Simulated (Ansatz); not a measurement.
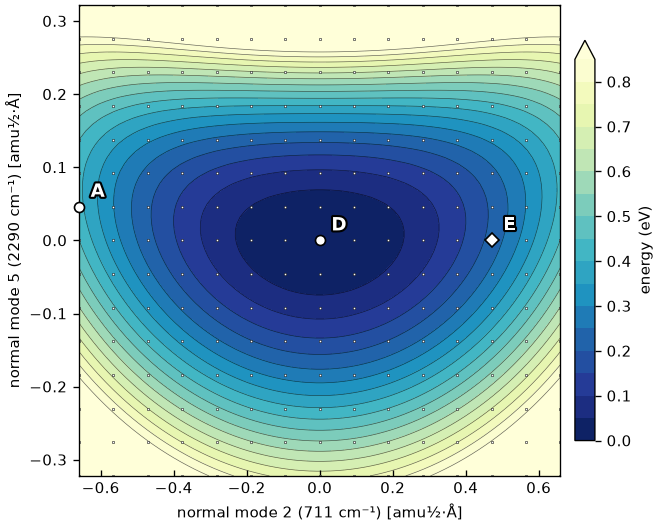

FGeH₂, SMILES [F][GeH2+], charge +1. First axis: normal mode 2 (711 cm⁻¹). Second axis: normal mode 5 (2290 cm⁻¹). Nothing is relaxed (straight displacements along the two mass-weighted modes). The scan uses a 15 × 15 grid; 120 points were computed and 105 follow by symmetry. Points are written as (first, second). All energies are given in eV relative to the lowest grid point. Theory: Ansatz, RHF-MP2, frozen core/def2-TZVP.

In the figure: filled contours, dots at the grid points, one colour for all values above the top of the scale, lettered points. Between grid points the surface is interpolated.

### Is A the lowest point of the computed grid?

No. A lies 0.42 eV above the lowest grid point, which is at (0.000 amu½·Å, 0.000 amu½·Å).

### What kind of point is each of D, E: minimum, saddle, maximum or slope?

D: minimum; E: on a slope. (In these two coordinates alone; a stationary point may lie a little off the grid point.)

### Rank the lettered points by energy, lowest first.

D (0.00 eV), E (0.22 eV), A (0.42 eV).
